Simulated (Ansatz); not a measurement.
**Br···CH6Si (charge −1): density, localisation and related maps**

The calculation's input:

```
crystal:
  periodic: [false, false, false]
  atoms:
    - {symbol: Br, position_ang: [-0.678039, 1.109214, -2.798822]}
    - {symbol: C, position_ang: [0.569910, -0.904556, -0.075194]}
    - {symbol: Si, position_ang: [-0.350075, 0.548628, 0.659891]}
    - {symbol: H, position_ang: [0.113284, -1.847505, 0.239013]}
    - {symbol: H, position_ang: [1.614286, -0.902704, 0.249860]}
    - {symbol: H, position_ang: [0.523204, -0.817863, -1.163294]}
    - {symbol: H, position_ang: [-1.801831, 0.555101, 0.355530]}
    - {symbol: H, position_ang: [0.274944, 1.862356, 0.370471]}
    - {symbol: H, position_ang: [-0.265682, 0.397230, 2.162546]}
basis:
  gaussian: {orbitals: "def2-TZVPPD.json"}
total_charge: -1
hamiltonian: {xc: pbe0, dispersion: d4}
output: {orbitals: {seedname: orbitals}}
```

Command:

```sh
ansatz run in.yaml --threads 4 --pin off --events-out ev --progress --plain --max-ram 9574MiB
```

Geometry: PBE0-D4/def2-TZVPD.

Level of theory: RKS PBE0-D4/def2-TZVPPD in Ansatz 0.2.0.

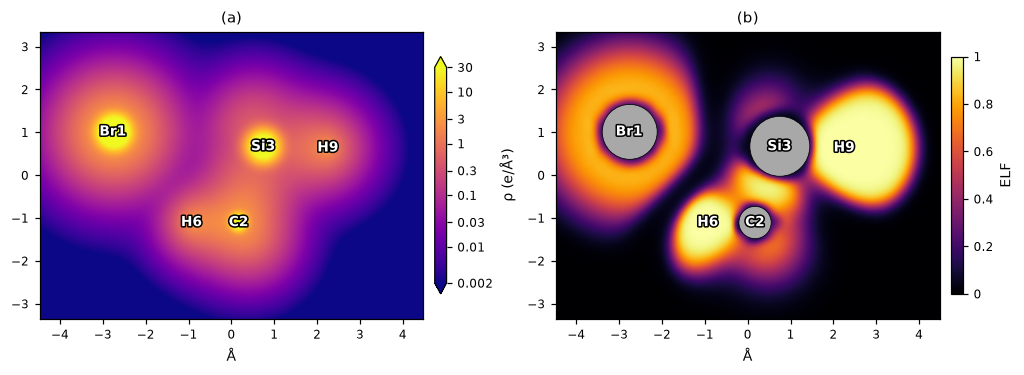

Figure 1. (a) electron density; (b) electron localisation function on the plane of atoms Si3, C2 and H6. Grey discs cover the atomic cores in the ELF map.

Q: Describe what can be read from this map.

A: Atoms in the plane: Br, C, Si and H. Si3···Br1 (3.52 Å): the density falls to about 0.06 e/Å³ on the way; the ELF dips to about 0.05 between them (a non-bonded, intermolecular contact). Br1···H6 (2.80 Å): the density falls to about 0.08 e/Å³ on the way; the ELF dips to about 0.05 between them; a weak contact between the two molecules. C–Si (1.87 Å): the density is about 0.96 e/Å³ at the midpoint; the ELF peaks at about 0.95 between the atoms: localised, covalent bonding. C–H (1.09 Å): ρ is about 2 e/Å³ halfway; the ELF climbs to about 1 towards the hydrogen, as it does in any bond to H; an ordinary covalent bond to hydrogen. Si–H (1.51 Å): the density is about 0.75 e/Å³ at the midpoint; the ELF climbs to about 1 towards the hydrogen.

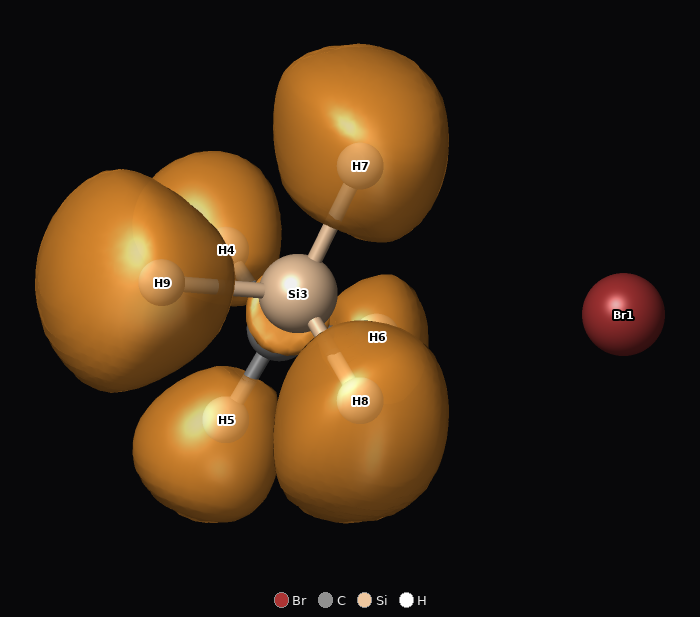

Figure 2. Isosurface of the ELF at 0.9 (orange), seen from one side. Only the valence region is drawn (cores and ρ < 0.01 e/Å³ removed).

Q: Describe the localisation domains.

A: The surface consists of one region between bonded C–Si atoms (shared pairs) and six regions around hydrogen nuclei.
